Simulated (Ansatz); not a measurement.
# A defect in a wire: Cu wire along [110], 4 atoms a period, divacancy of Cu and Cu, part 2 of 3

What does the defect do to the conductance?

Ansatz 0.2.0; DFT PBE, plane waves, PAW; relaxation of a wire's period (the session's first sound run).

So far. Step 2 (The relaxed wire): The cell's length comes to 2.468 Å with spin left out.

## Step 3: Bands of the perfect wire

This step: DFT PBE, plane waves, PAW; channels and complex bands of a perfect wire (Ansatz 0.2.0).

At the relaxed period the Bloch states of the perfect wire are found at each energy: those that move forward count the open channels, and those that decay describe how a disturbance dies away inside the wire itself. An energy step of 0.035 eV is under the 0.039 eV that the program asks for its thermal average at 300 K.

File input.yaml:

```yaml
crystal:
  lattice:
    - [10.43, 0.0, 0.0]
    - [0.0, 9.367, 0.0]
    - [0.0, 0.0, 2.4681812393]
  atoms:
    - { symbol: Cu, position: [0.341528049, 0.499989197, 0.0] }
    - { symbol: Cu, position: [0.658471951, 0.499989197, 0.0] }
    - { symbol: Cu, position: [0.5, 0.358579455, 0.5] }
    - { symbol: Cu, position: [0.5, 0.641398939, 0.5] }
kpoints:
  mp_grid: { grid: [1, 1, 33] }
scf:
  occupations: { method: fermi_dirac, width: 0.05 }
hamiltonian:
  xc: pbe
output:
  transmission:
    e_range: [-1.26, 1.26]
    de: 0.035
    kmesh: [1, 1]
    reduced_basis: true
    leads: [[0, 0]]
basis:
  ecutwfc: "350 eV"
```

Run with:

```bash
> ansatz run input.yaml --threads 4 --pin off --max-ram 16384MiB --backend cpu --events-out ev --progress --plain --runs-dir out
```

Numbers of over 12 decimals in the logs are rounded to 6 here.

Output:

```text
Warning: basis.ecutwfc = 350 eV is below the records' recommended 420 eV, and the density's cutoff is lower with it unless basis.ecutrho_ratio is high enough to keep the records' density cutoff: compare with a run at a higher cutoff
[...]
Crystal: 4 atoms, lattice volume = 241.136 Å³
Basis set: ecut = 350 eV, 3593 PW (Γ)
Bands: 46, of which v1, the nominal top of the filled ones, is band 38 counted from 1 (37 counted from 0)
Symmetry: 8 space group operations
[...]
k-points: 17 of 33
[...]
SCF iter   1: F=—  HF=-26496.867316 eV  |F-HF|=—  |Δ(HF+E_count)|=         —  Δρ=2.33e-3  dr2=2.48e-2  ethr=1.77e-3  ⟨swp⟩=7.2  Hψ=3239  notcnv=0  defer=9
[...]
SCF iter   8: F=-26496.870867 eV  HF=-26496.870867 eV  |F-HF|=1.07e-8  |Δ(HF+E_count)|=   1.23e-7  Δρ=3.60e-6  dr2=2.39e-8  ethr=1.32e-10  ⟨swp⟩=9.6  Hψ=2569  notcnv=0
SCF 1 converged in 8 iterations: F = -26496.870867 eV  dr2 = 2.39e-8
[...]
transmission: 3 of 18 steps passed
transmission: 6 of 18 steps passed
[...]
transmission: 18 of 18 steps passed
SCF converged after 8 iterations
Free energy (F): -26496.870867 eV
[...]
Internal energy: -26496.861705 eV  (E = F + TS)
E sigma→0 (E₀):  -26496.866286 eV
Entropy (-TS):   -0.009162 eV (-2.290 meV/atom)
Fermi energy:    -0.158843 eV
[...]
--- Band table (eV; the first three rows and the last of 17) ---
  k-point 0: bands = [... 34 lower, -1.5033, -1.4015, -1.4006, -1.3489, -1.3436, 0.3477, 0.8209, 1.0294, ... 4 higher]
  k-point 1: bands = [... 34 lower, -1.5121, -1.4213, -1.4087, -1.3751, -1.3176, 0.3776, 0.8710, 1.0617, ... 4 higher]
  k-point 2: bands = [... 34 lower, -1.5362, -1.4736, -1.4430, -1.4319, -1.2455, 0.4636, 1.0140, 1.1578, ... 4 higher]
  k-point 16: bands = [... 34 lower, -1.4136, -1.3700, 0.6003, 1.2972, 2.1349, 2.8581, 5.0765, 5.4209, ... 4 higher]
--- Transmission ---
  basis      : 715 plane waves across, 3 finite elements along
  points     : 1, standing for a mesh of 1 x 1
  filling    : by the input's occupations and mesh, since the crystals that have channels conduct as metals do. If one of these is a semiconductor, that mesh has misplaced its level
  energies   : 73 from -1.260000 to 1.260000 eV about the Fermi level, 0.035000 eV apart; the leads are filled to 0.000000 eV, and channels, transmission and decay are at 0.000000 eV
  crystal 0  : Cu4, at the sites [0, 0], period 2.4682 Å: whole cells are its period
    offset         : up to 0.0000 Å between an atom of the period and one for which it stands
    filled         : 12.9 meV over the level at which it is neutral
    channels       : 3.000000e0 a spin
    conductance    : 2.3792e14 S/m² at 300 K; may be off by some 0.0 % by where its bands' edges are placed, 0.0 % from the distance to neutral
```

The job ended after 65 s (4 threads of Arm Neoverse V1, shared host; peak memory 1.2 GiB).

Numbers from this step:

```
energy at zero smearing                                  : -26496.8663 eV
channels at the energy nearest the Fermi level, one spin : 3
conductance of the lead as this run defines it           : 3.000 G₀
band gap                                                 : 0 eV
```

Open channels of the lead, one spin against energy, zero at the Fermi level:

```tsv
energy (eV)	open channels of the lead, one spin
-1.2600	7
-1.0150	3
-0.7350	3
-0.4900	3
-0.2450	3
0.0000	3
0.2450	3
0.4900	3
0.7350	4
1.0150	4
1.2600	6
```

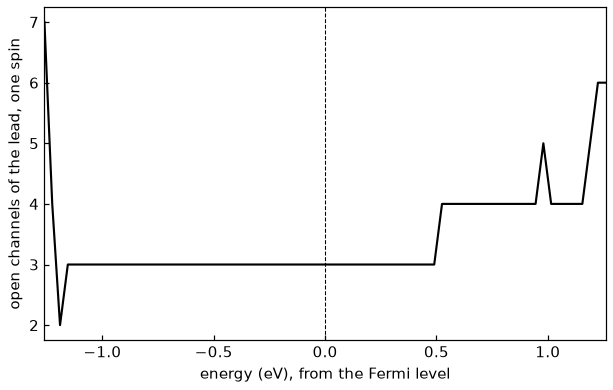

Open channels of the lead, one spin, plotted against energy.

The slowest values at each energy, most degenerate partners merged, listed up to 1.5 1/Å. Im kz of the slowest decaying states against energy, zero at the Fermi level:

```tsv
energy (eV)	decay 1 (Å⁻¹)	decay 2 (Å⁻¹)	decay 3 (Å⁻¹)	decay 4 (Å⁻¹)
-1.015	0.181	0.229	0.275	0.320
-0.490	0.279	0.307	0.481	0.517
0.000	0.271	0.277	0.470	0.528
0.490	0.0553	0.221	0.355	0.540
1.015	0.00393	0.177	0.528	0.699
```

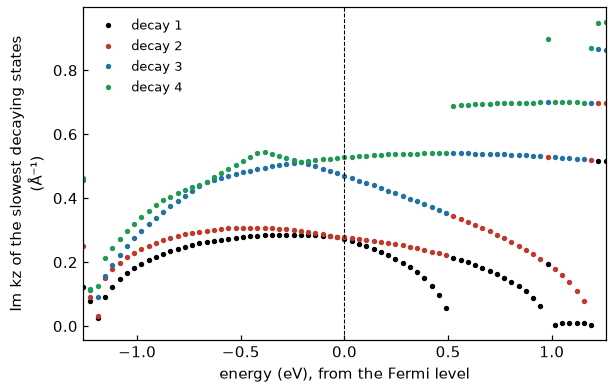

Im kz of the slowest decaying states, plotted against energy.

By hand: the program gives 2.3792 × 10^14 S/m² over the cell's cross-section of 97.70 Å² = 9.770 × 10^-19 m², so one cell conducts 2.324 × 10^-4 S. Divided by G0 = 2e²/h = 7.748 × 10^-5 S this is 3.00 G0, a resistance of 4.30 kΩ.

At the computed energy nearest the Fermi level there are 3 channels a spin, and the thermal average gives 3.00 G₀.

## Step 4: Relaxation of the scattering region

This step: DFT PBE, plane waves, PAW; relaxation of a junction in a wire, ends held (Ansatz 0.2.0).

System of this step: Cu wire along [110], 4 atoms a period, divacancy of Cu and Cu. The cell holds 34 atoms: 34 Cu. Its edges and angles: a = 10.430 Å, b = 9.367 Å, c = 22.214 Å, α = 90.0°, β = 90.0°, γ = 90.0°. Regions: held atoms, 24 atoms (24 Cu); free atoms, 10 atoms (10 Cu). Vacuum lies along a and b. The structure's axis is c.

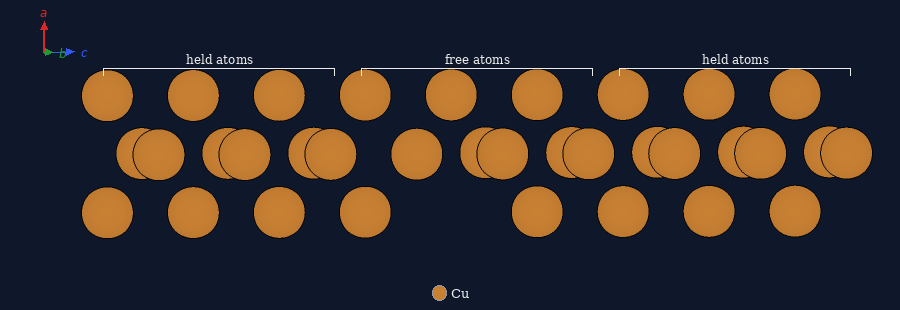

The cell of this step (copper orange).

10 atoms at the defect are free to relax, while 24 stay where the perfect wire has them, so that the ends still repeat as a lead. The cutoff is set under the files' recommended one to save time.

File input.yaml:

```yaml
crystal:
  lattice:
    - [10.43, 0.0, 0.0]
    - [0.0, 9.367, 0.0]
    - [0.0, 0.0, 22.2136311535]
  atoms:
    - { symbol: Cu, position: [0.341528049, 0.499989197, 0.0] }
    - { symbol: Cu, position: [0.658471951, 0.499989197, 0.0] }
    - { symbol: Cu, position: [0.5, 0.358579455, 0.055555556] }
    - { symbol: Cu, position: [0.5, 0.641398939, 0.055555556] }
    - { symbol: Cu, position: [0.341528049, 0.499989197, 0.111111111] }
    - { symbol: Cu, position: [0.658471951, 0.499989197, 0.111111111] }
    - { symbol: Cu, position: [0.5, 0.358579455, 0.166666667] }
    - { symbol: Cu, position: [0.5, 0.641398939, 0.166666667] }
    - { symbol: Cu, position: [0.341528049, 0.499989197, 0.222222222] }
    - { symbol: Cu, position: [0.658471951, 0.499989197, 0.222222222] }
    - { symbol: Cu, position: [0.5, 0.358579455, 0.277777778] }
    - { symbol: Cu, position: [0.5, 0.641398939, 0.277777778] }
    - { symbol: Cu, position: [0.341528049, 0.499989197, 0.333333333] }
    - { symbol: Cu, position: [0.658471951, 0.499989197, 0.333333333] }
    - { symbol: Cu, position: [0.5, 0.641398939, 0.388888889] }
    - { symbol: Cu, position: [0.658471951, 0.499989197, 0.444444444] }
    - { symbol: Cu, position: [0.5, 0.358579455, 0.5] }
    - { symbol: Cu, position: [0.5, 0.641398939, 0.5] }
    - { symbol: Cu, position: [0.341528049, 0.499989197, 0.555555556] }
    - { symbol: Cu, position: [0.658471951, 0.499989197, 0.555555556] }
    - { symbol: Cu, position: [0.5, 0.358579455, 0.611111111] }
    - { symbol: Cu, position: [0.5, 0.641398939, 0.611111111] }
    - { symbol: Cu, position: [0.341528049, 0.499989197, 0.666666667] }
    - { symbol: Cu, position: [0.658471951, 0.499989197, 0.666666667] }
    - { symbol: Cu, position: [0.5, 0.358579455, 0.722222222] }
    - { symbol: Cu, position: [0.5, 0.641398939, 0.722222222] }
    - { symbol: Cu, position: [0.341528049, 0.499989197, 0.777777778] }
    - { symbol: Cu, position: [0.658471951, 0.499989197, 0.777777778] }
    - { symbol: Cu, position: [0.5, 0.358579455, 0.833333333] }
    - { symbol: Cu, position: [0.5, 0.641398939, 0.833333333] }
    - { symbol: Cu, position: [0.341528049, 0.499989197, 0.888888889] }
    - { symbol: Cu, position: [0.658471951, 0.499989197, 0.888888889] }
    - { symbol: Cu, position: [0.5, 0.358579455, 0.944444444] }
    - { symbol: Cu, position: [0.5, 0.641398939, 0.944444444] }
kpoints:
  mp_grid: { grid: [1, 1, 2] }
scf:
  occupations: { method: fermi_dirac, width: 0.1 }
hamiltonian:
  xc: pbe
relax:
  constraints:
    - { sites: [0, 1, 2, 3, 4, 5, 6, 7, 8, 9, 10, 11, 22, 23, 24, 25, 26, 27, 28, 29, 30, 31, 32, 33] }
  f_tol: 0.06
  max_steps: 35
basis:
  ecutwfc: "350 eV"
```

Output:

```text
[...]
Crystal: 34 atoms, lattice volume = 2170.223 Å³
Basis set: ecut = 350 eV, 32301 PW (Γ), exchange–correlation on 128×120×288 points (8 copies of the dense FFT grid, shifted against one another)
Bands: 388, of which v1, the nominal top of the filled ones, is band 323 counted from 1 (322 counted from 0)
Symmetry: 1 space group operations
[...]
k-points: 2
[...]
SCF iter   1: F=—  HF=-225221.487938 eV  |F-HF|=—  |Δ(HF+E_count)|=         —  Δρ=2.25e-3  dr2=5.38e-1  ethr=1.77e-3  ⟨swp⟩=7.0  Hψ=3472  notcnv=0  defer=42
[...]
SCF iter   7: F=-225221.463381 eV  HF=-225221.463391 eV  |F-HF|=1.02e-5  |Δ(HF+E_count)|=   7.16e-5  Δρ=3.02e-5  dr2=1.89e-5  ethr=1.39e-8  ⟨swp⟩=3.0  Hψ=3062  notcnv=0
SCF 1 converged in 7 iterations: F = -225221.463381 eV  dr2 = 1.89e-5
[...]
relax step   1: F+E_penalty+E_count = -225221.46338051 eV  Δ(F+E_penalty+E_count) = +0.000e0 eV  max|allowed force component| = 3.580e-1 eV/Å  Δτ_max = 0.0000 Å  (7 SCF iters, dr2 threshold 9.00e-5 eV, accepted)
[...]
SCF iter   6: F=-225221.496026 eV  HF=-225221.496028 eV  |F-HF|=1.58e-6  |Δ(HF+E_count)|=   1.06e-6  Δρ=1.38e-5  dr2=3.90e-6  ethr=1.24e-9  ⟨swp⟩=3.0  Hψ=2491  notcnv=0
SCF 2 converged in 6 iterations: F = -225221.496026 eV  dr2 = 3.90e-6
relax step   2: F+E_penalty+E_count = -225221.49602626 eV  Δ(F+E_penalty+E_count) = -3.265e-2 eV  max|allowed force component| = 2.514e-1 eV/Å  Δτ_max = 0.0328 Å  (6 SCF iters, dr2 threshold 8.01e-6 eV, accepted)
SCF iter   1: F=—  HF=-225221.595824 eV  |F-HF|=—  |Δ(HF+E_count)|=         —  Δρ=4.41e-3  dr2=3.12e-1  ethr=2.75e-4  ⟨swp⟩=5.0  Hψ=2255  notcnv=0  defer=67
[...]
SCF iter   9: F=-225221.524490 eV  HF=-225221.524490 eV  |F-HF|=2.02e-7  |Δ(HF+E_count)|=   4.51e-7  Δρ=4.59e-6  dr2=8.30e-7  ethr=6.11e-10  ⟨swp⟩=4.0  Hψ=2314  notcnv=0
SCF 3 converged in 9 iterations: F = -225221.524490 eV  dr2 = 8.30e-7
relax step   3: F+E_penalty+E_count = -225221.52448987 eV  Δ(F+E_penalty+E_count) = -2.846e-2 eV  max|allowed force component| = 1.341e-1 eV/Å  Δτ_max = 0.1835 Å  (9 SCF iters, dr2 threshold 3.95e-6 eV, accepted)
[...]
relax step   4: F+E_penalty+E_count = -225221.55429005 eV  Δ(F+E_penalty+E_count) = -2.980e-2 eV  max|allowed force component| = 1.064e-1 eV/Å  Δτ_max = 0.2000 Å  (10 SCF iters, dr2 threshold 5.11e-6 eV, accepted)
[...]
relax step   5: F+E_penalty+E_count = -225221.59075417 eV  Δ(F+E_penalty+E_count) = -3.646e-2 eV  max|allowed force component| = 2.039e-1 eV/Å  Δτ_max = 0.1951 Å  (11 SCF iters, accepted)
[...]
relax step   6: F+E_penalty+E_count = -225221.56594365 eV  Δ(F+E_penalty+E_count) = +2.481e-2 eV  max|allowed force component| = 4.053e-1 eV/Å  Δτ_max = 0.1945 Å  (8 SCF iters, dr2 threshold 2.62e-5 eV, rejected (line search))
SCF iter   1: F=—  HF=-225221.643810 eV  |F-HF|=—  |Δ(HF+E_count)|=         —  Δρ=2.98e-3  dr2=1.32e-1  ethr=2.42e-4  ⟨swp⟩=4.0  Hψ=2117  notcnv=0  defer=66
[...]
SCF iter  10: F=-225221.605348 eV  HF=-225221.605348 eV  |F-HF|=1.13e-8  |Δ(HF+E_count)|=   2.97e-7  Δρ=2.03e-6  dr2=8.16e-8  ethr=1.55e-11  ⟨swp⟩=3.0  Hψ=2879  notcnv=0
SCF 7 converged in 10 iterations: F = -225221.605348 eV  dr2 = 8.16e-8
relax step   7: F+E_penalty+E_count = -225221.60534819 eV  Δ(F+E_penalty+E_count) = -1.459e-2 eV  max|allowed force component| = 2.722e-2 eV/Å  Δτ_max = 0.0938 Å  (10 SCF iters, accepted)
SCF converged after 10 iterations
Free energy (F): -225221.605348 eV
[...]
Internal energy: -225221.228720 eV  (E = F + TS)
E sigma→0 (E₀):  -225221.417034 eV
Entropy (-TS):   -0.376628 eV (-11.077 meV/atom)
Fermi energy:    -0.405030 eV
[...]
--- Forces (eV/Å), atoms counted from 1 ---
  atom   1  Cu    -0.02353586     0.01440387    -0.00119992
  atom   2  Cu     0.03242517     0.00658523    -0.00837065
  atom   3  Cu     0.00652104    -0.02213229    -0.00390407
  atom   4  Cu    -0.00164547     0.02052798    -0.04168226
  atom   5  Cu    -0.05549865     0.00107768     0.01975645
  atom   6  Cu     0.04200040    -0.01039862    -0.02057530
  atom   7  Cu     0.01312811    -0.03839358     0.08291535
  atom   8  Cu     0.00873565     0.05789794     0.07581105
  atom   9  Cu    -0.01203018    -0.00031798    -0.09027763
  atom  10  Cu     0.01013899    -0.01651396     0.21485676
  atom  11  Cu     0.03250467     0.12881882     0.00455017
  atom  12  Cu    -0.15334939    -0.25231722     0.38560817
  atom  13  Cu     0.01320862     0.00340847    -0.01712504
  atom  14  Cu    -0.00834302    -0.00347656     0.00023601
  atom  15  Cu    -0.02721575    -0.01291096    -0.00892784
  atom  16  Cu     0.02261973    -0.00365482     0.01077623
  atom  17  Cu     0.01073249     0.02116800     0.00242166
  atom  18  Cu    -0.00470116    -0.00358587     0.00366252
  atom  19  Cu    -0.00237876     0.00734904    -0.00877729
  atom  20  Cu     0.01470851     0.00038324    -0.00529491
  atom  21  Cu     0.00070071    -0.01877630    -0.00077707
  atom  22  Cu    -0.00893851     0.00763884     0.00426262
  atom  23  Cu     0.10620149     0.11414248    -0.24778686
  atom  24  Cu    -0.01672053    -0.02395878    -0.13194234
  atom  25  Cu     0.00041499     0.02499292    -0.25002969
  atom  26  Cu    -0.00442829     0.00108367     0.09503259
  atom  27  Cu    -0.03540005    -0.01148964    -0.04321212
  atom  28  Cu     0.01954204    -0.01588939    -0.00445898
  atom  29  Cu     0.00696678    -0.02655183    -0.06246861
  atom  30  Cu     0.00060739     0.03501691    -0.02338394
  atom  31  Cu    -0.04259504     0.00966476     0.00122275
  atom  32  Cu     0.04789842     0.00041528     0.01760398
  atom  33  Cu     0.00785644    -0.01706731     0.02048518
  atom  34  Cu    -0.00009562     0.02303916     0.03102500
  max |Σ_I F_I| component: 1.79e-4 eV/Å
--- Relaxed structure (7 steps of the walk, 6 accepted, 0 SCFs on fresh bases) ---
  F+E_penalty+E_count = -225221.60534819 eV   max|allowed force component| = 2.722e-2 eV/Å
  atoms:
    - { symbol: Cu, position: [0.341528049, 0.499989, 0.0] }
    - { symbol: Cu, position: [0.658471951, 0.499989, 0.0] }
    - { symbol: Cu, position: [0.5, 0.358579, 0.055556] }
    - { symbol: Cu, position: [0.5, 0.641399, 0.055556] }
    - { symbol: Cu, position: [0.341528049, 0.499989, 0.111111111] }
    - { symbol: Cu, position: [0.658471951, 0.499989, 0.111111111] }
    - { symbol: Cu, position: [0.5, 0.358579, 0.166666667] }
    - { symbol: Cu, position: [0.5, 0.641399, 0.166666667] }
    - { symbol: Cu, position: [0.341528049, 0.499989, 0.222222222] }
    - { symbol: Cu, position: [0.658471951, 0.499989, 0.222222222] }
    - { symbol: Cu, position: [0.5, 0.358579, 0.277777778] }
    - { symbol: Cu, position: [0.5, 0.641399, 0.277777778] }
    - { symbol: Cu, position: [0.336500, 0.492146, 0.330490] }
    - { symbol: Cu, position: [0.653404, 0.500754, 0.335635] }
    - { symbol: Cu, position: [0.483251, 0.593857, 0.398327] }
    - { symbol: Cu, position: [0.683747, 0.541266, 0.444812] }
    - { symbol: Cu, position: [0.498522, 0.418334, 0.487825] }
    - { symbol: Cu, position: [0.515292, 0.675331, 0.502089] }
    - { symbol: Cu, position: [0.345482, 0.533415, 0.553453] }
    - { symbol: Cu, position: [0.665375, 0.517661, 0.554910] }
    - { symbol: Cu, position: [0.498540, 0.375982, 0.603059] }
    - { symbol: Cu, position: [0.505404, 0.653298, 0.612372] }
    - { symbol: Cu, position: [0.341528049, 0.499989, 0.666666667] }
    - { symbol: Cu, position: [0.658471951, 0.499989, 0.666666667] }
    - { symbol: Cu, position: [0.5, 0.358579, 0.722222222] }
    - { symbol: Cu, position: [0.5, 0.641399, 0.722222222] }
    - { symbol: Cu, position: [0.341528049, 0.499989, 0.777778] }
    - { symbol: Cu, position: [0.658471951, 0.499989, 0.777778] }
    - { symbol: Cu, position: [0.5, 0.358579, 0.833333333] }
    - { symbol: Cu, position: [0.5, 0.641399, 0.833333333] }
    - { symbol: Cu, position: [0.341528049, 0.499989, 0.888888889] }
    - { symbol: Cu, position: [0.658471951, 0.499989, 0.888888889] }
    - { symbol: Cu, position: [0.5, 0.358579, 0.944444444] }
    - { symbol: Cu, position: [0.5, 0.641399, 0.944444444] }
```

It took 3.6 min on 4 threads; peak memory 4.9 GiB.

Relaxation path:

```tsv
step	energy less that of the first step (eV)	largest force component (eV/Å)
1	0.0000	0.3580
2	-0.0326	0.2514
3	-0.0611	0.1341
4	-0.0909	0.1064
5	-0.1274	0.2039
6	-0.1026	0.4053
7	-0.1420	0.0272
```

Relaxation step 6 was tried and not accepted.

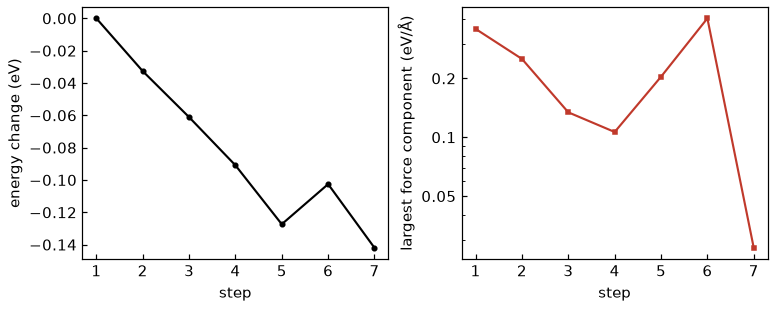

Energy and largest force along the relaxation.

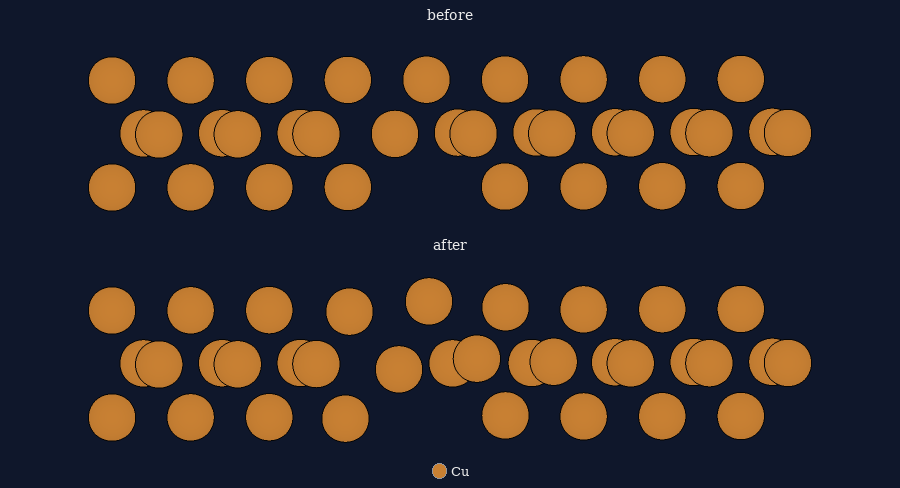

Before and after, at one scale.

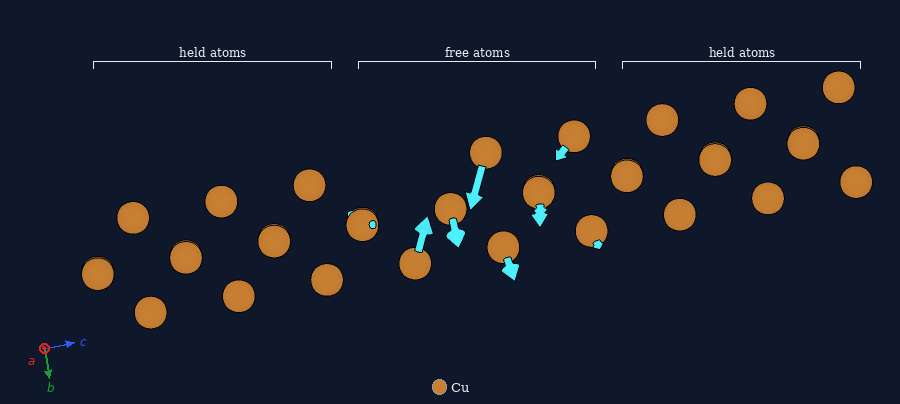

Displacements in the relaxation, exaggerated; the longest in the cell stands for 0.62 Å.

The atoms that moved most (Å):

```tsv
atom	dx	dy	dz	length
Cu17	-0.015	0.560	-0.270	0.622
Cu15	-0.175	-0.445	0.210	0.522
Cu16	0.264	0.387	0.008	0.468
Cu18	0.159	0.318	0.046	0.359
Cu19	0.041	0.313	-0.047	0.319
Cu21	-0.015	0.163	-0.179	0.242
Cu20	0.072	0.166	-0.014	0.181
Cu22	0.056	0.111	0.028	0.128
```

Final coordinates:

```xyz
34
Lattice="10.4300 0.0000 0.0000 0.0000 9.3670 0.0000 0.0000 0.0000 22.2136" Properties=species:S:1:pos:R:3
Cu    3.5621    4.6834    0.0000
Cu    6.8679    4.6834    0.0000
Cu    5.2150    3.3588    1.2341
Cu    5.2150    6.0080    1.2341
Cu    3.5621    4.6834    2.4682
Cu    6.8679    4.6834    2.4682
Cu    5.2150    3.3588    3.7023
Cu    5.2150    6.0080    3.7023
Cu    3.5621    4.6834    4.9364
Cu    6.8679    4.6834    4.9364
Cu    5.2150    3.3588    6.1705
Cu    5.2150    6.0080    6.1705
Cu    3.5097    4.6099    7.3414
Cu    6.8150    4.6906    7.4557
Cu    5.0403    5.5627    8.8483
Cu    7.1315    5.0700    9.8809
Cu    5.1996    3.9185   10.8364
Cu    5.3745    6.3258   11.1532
Cu    3.6034    4.9965   12.2942
Cu    6.9399    4.8489   12.3266
Cu    5.1998    3.5218   13.3961
Cu    5.2714    6.1194   13.6030
Cu    3.5621    4.6834   14.8091
Cu    6.8679    4.6834   14.8091
Cu    5.2150    3.3588   16.0432
Cu    5.2150    6.0080   16.0432
Cu    3.5621    4.6834   17.2773
Cu    6.8679    4.6834   17.2773
Cu    5.2150    3.3588   18.5114
Cu    5.2150    6.0080   18.5114
Cu    3.5621    4.6834   19.7454
Cu    6.8679    4.6834   19.7454
Cu    5.2150    3.3588   20.9795
Cu    5.2150    6.0080   20.9795
```

This step gave:

- energy at zero smearing: -225221.4170 eV

The largest force component on a free atom ends at 0.027 eV/Å, under the limit of 0.06.  3 atoms of the wire itself, hydrogen apart, moved by over 0.45 Å, up to 0.62 Å.

(Continued in part 3 of 3.)

[Logs are printed without paths, hosts, clocks, repeated set-up lines and the standing remarks that a program may print on its own settings, such as how far it seeks lower states.]

[Hosts, paths, dates, database ids (printed as entryN), source tags and the programs' standing remarks are cut or masked in the printed files.]
